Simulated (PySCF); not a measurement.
# wB97X-V/STO-3G run of SiH2Cl2 (dichlorosilane (DCS))

Aim: the vertical singlet–triplet gap of SiH2Cl2 (dichlorosilane (DCS)) at wB97X-V/STO-3G, from 2 runs. The job is set up through a Python script.

Program for the calculation: PySCF 2.14.0.

6 further runs of the same task are left out: 6 set aside as unsound or not needed.

## 1. The structure to begin with

SiH2Cl2: 5 atoms, total charge 0, spin state singlet. SMILES: `Cl[SiH2]Cl`. The shape is that of a PBE0-D4/def2-TZVP optimisation.

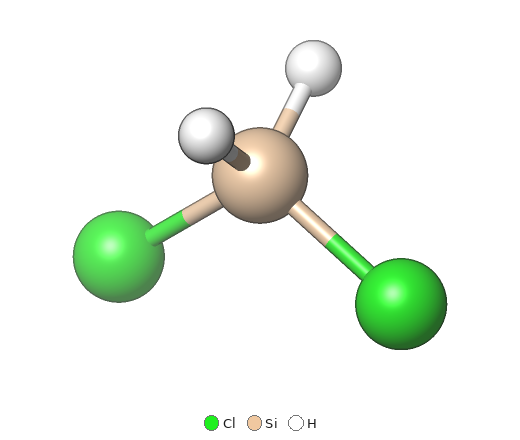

Viewed from a chosen angle; chlorine green, silicon light orange, hydrogen white.

## 2. The energy at wB97X-V/STO-3G

job.py reads:

```python
# Cl[SiH2]Cl
from pyscf import gto, dft

molecule = gto.Mole()
molecule.atom = '''
Cl    -1.957945    -0.743418     3.041136
Si     0.258515    -0.135493    -0.054613
Cl    -1.510269     2.261624    -2.501997
H      0.665184    -2.574185    -1.343973
H      2.639003     1.051822     0.781213
'''
molecule.max_memory = 1860
molecule.basis = 'sto-3g'
molecule.verbose = 3
molecule.unit = 'bohr'
molecule.build()

myscf = dft.RKS(molecule)
myscf.xc = 'wb97x-v'
myscf.nlcgrids.level = 1
myscf.grids.level = 5
myscf.conv_tol = 1e-10
myscf.kernel()
if not myscf.converged:
    myscf = myscf.newton().run(myscf.mo_coeff, myscf.mo_occ)

etot = myscf.e_tot
print('E = %.10f Eh' % etot)
```

The run is started by

```bash
OMP_NUM_THREADS=1 python job.py
```

Standard output:

```text
converged SCF energy = -1197.6709234526
E = -1197.6709234526 Eh
```

It took 23 s on 1 thread of Arm Neoverse V1, shared host; peak memory 0.24 GiB.

## 3. The triplet, same level

job.py reads:

```python
from pyscf import gto, dft

system = gto.M(
    atom='''
Cl    -1.957945    -0.743418     3.041136
Si     0.258515    -0.135493    -0.054613
Cl    -1.510269     2.261624    -2.501997
H      0.665184    -2.574185    -1.343973
H      2.639003     1.051822     0.781213
''',
    basis='sto-3g',
    verbose=4,
    unit='bohr',
    spin=2,
    max_memory=1860,
)

mf = dft.UKS(system, xc='wb97x-v')
mf.conv_tol = 1e-10
mf.grids.level = 5
mf.nlcgrids.level = 1
mf.kernel()
if not mf.converged:
    mf = mf.newton().run(mf.mo_coeff, mf.mo_occ)

e_tot = mf.e_tot
print('E = %.10f Eh' % e_tot)
```

The run is started by

```bash
OMP_NUM_THREADS=1 python job.py
```

Standard output:

```text
PySCF version 2.14.0

[INPUT] num. atoms = 5
[INPUT] num. electrons = 50
[INPUT] charge = 0
[INPUT] spin (= nelec alpha-beta = 2S) = 2
[INPUT] symmetry False subgroup None
[INPUT] Mole.unit = bohr
[INPUT] Symbol           X                Y                Z      unit          X                Y                Z       unit  Magmom
[INPUT]  1 Cl    -1.036099874235  -0.393399863788   1.609299866508 AA   -1.957945000000  -0.743418000000   3.041136000000 Bohr   0.0
[INPUT]  2 Si     0.136800246681  -0.071699807839  -0.028899955020 AA    0.258515000000  -0.135493000000  -0.054613000000 Bohr   0.0
[INPUT]  3 Cl    -0.799199937159   1.196799880470  -1.323999794190 AA   -1.510269000000   2.261624000000  -2.501997000000 Bohr   0.0
[INPUT]  4 H      0.352000213869  -1.362200038692  -0.711199883692 AA    0.665184000000  -2.574185000000  -1.343973000000 Bohr   0.0
[INPUT]  5 H      1.396500247150   0.556600232344   0.413400116474 AA    2.639003000000   1.051822000000   0.781213000000 Bohr   0.0

nuclear repulsion = 191.963434623564
number of shells = 17
number of NR pGTOs = 87
number of NR cGTOs = 29
basis = sto-3g
ecp = {}

******** <class 'pyscf.dft.uks.UKS'> ********
method = UKS
initial guess = minao
damping factor = 0
level_shift factor = 0
DIIS = <class 'pyscf.scf.diis.CDIIS'>
diis_start_cycle = 1
diis_space = 8
diis_damp = 0
SCF conv_tol = 1e-10
SCF conv_tol_grad = None
SCF max_cycles = 50
direct_scf = True
direct_scf_tol = 1e-13
number electrons alpha = 26  beta = 24
XC library pyscf.dft.libxc version 7.0.0
    S. Lehtola, C. Steigemann, M. J.T. Oliveira, and M. A.L. Marques.,  SoftwareX 7, 1–5 (2018)
XC functionals = wb97x-v
    N. Mardirossian and M. Head-Gordon.,  Phys. Chem. Chem. Phys. 16, 9904-9924 (2014)
radial grids:
    Treutler-Ahlrichs [JCP 102, 346 (1995); DOI:10.1063/1.469408] (M4) radial grids

becke partition: Becke, JCP 88, 2547 (1988); DOI:10.1063/1.454033
pruning grids: <function nwchem_prune>
grids dens level: 5
symmetrized grids: False
atomic radii adjust function: <function treutler_atomic_radii_adjust>
** Following is NLC and NLC Grids **
NLC functional = wb97x-v
radial grids:
    Treutler-Ahlrichs [JCP 102, 346 (1995); DOI:10.1063/1.469408] (M4) radial grids

becke partition: Becke, JCP 88, 2547 (1988); DOI:10.1063/1.454033
pruning grids: <function nwchem_prune>
grids dens level: 1
symmetrized grids: False
atomic radii adjust function: <function treutler_atomic_radii_adjust>
small_rho_cutoff = 0
Set gradient conv threshold to 1e-05
tot grids = 176728
tot grids = 23992
init E= -1197.01244942094
[... the frontier-level lines of each cycle are left out ...]


cycle= 1 E= -1197.23247476985  delta_E= -0.22  |g|= 0.223  |ddm|= 2.76


cycle= 2 E= -1197.31534974502  delta_E= -0.0829  |g|= 0.112  |ddm|= 0.936


cycle= 3 E= -1197.32847998976  delta_E= -0.0131  |g|= 0.0277  |ddm|= 0.276


cycle= 4 E= -1197.33154308892  delta_E= -0.00306  |g|= 0.0134  |ddm|= 0.189


cycle= 5 E= -1197.3326687619  delta_E= -0.00113  |g|= 0.00799  |ddm|= 0.138


cycle= 6 E= -1197.33316847692  delta_E= -0.0005  |g|= 0.00237  |ddm|= 0.16


cycle= 7 E= -1197.33319043625  delta_E= -2.2e-05  |g|= 0.000355  |ddm|= 0.0366


cycle= 8 E= -1197.33319077538  delta_E= -3.39e-07  |g|= 0.000167  |ddm|= 0.00395


cycle= 9 E= -1197.33319082104  delta_E= -4.57e-08  |g|= 5.65e-05  |ddm|= 0.000887


cycle= 10 E= -1197.33319083953  delta_E= -1.85e-08  |g|= 4.52e-05  |ddm|= 0.000599


cycle= 11 E= -1197.33319085324  delta_E= -1.37e-08  |g|= 4.54e-05  |ddm|= 0.000525


cycle= 12 E= -1197.33319084608  delta_E= 7.16e-09  |g|= 4.43e-05  |ddm|= 0.000263


cycle= 13 E= -1197.33319073332  delta_E= 1.13e-07  |g|= 1.58e-05  |ddm|= 0.00636


cycle= 14 E= -1197.33319072045  delta_E= 1.29e-08  |g|= 2.5e-06  |ddm|= 0.00283


cycle= 15 E= -1197.33319072041  delta_E= 3.18e-11  |g|= 1.02e-06  |ddm|= 0.000178


Extra cycle  E= -1197.33319072041  delta_E= 1.36e-12  |g|= 6.9e-07  |ddm|= 7.46e-06
converged SCF energy = -1197.33319072041  <S^2> = 2.0040592  2S+1 = 3.0027049
E = -1197.3331907204 Eh
```

Wall time 42 s (1 thread of Arm Neoverse V1, shared host); peak memory 0.25 GiB.

## 4. Summary of results

At wB97X-V/STO-3G:

```
                                        quantity           value
                           singlet: total energy  -1197.67092 Eh
                          singlet: dipole moment          2.76 D
                            singlet: HOMO energy        -9.67 eV
                            singlet: LUMO energy         5.65 eV
                          singlet: HOMO–LUMO gap        15.33 eV
                           triplet: total energy  -1197.33319 Eh
                          triplet: dipole moment          2.61 D
     triplet: HOMO energy (highest over α and β)        -0.43 eV
                                   triplet: ⟨S²⟩           2.004
vertical energy of the triplet above the singlet        9.190 eV
```

At this shape the triplet lies 9.19 eV (212 kcal/mol) above the singlet. In a minimal basis such a difference can be off by several eV, whatever the method. Mulliken charges (singlet) run from -0.32 on Cl1 to +0.78 on Si2. Mulliken charges (triplet) run from -0.21 on Cl1 to +0.56 on Si2.
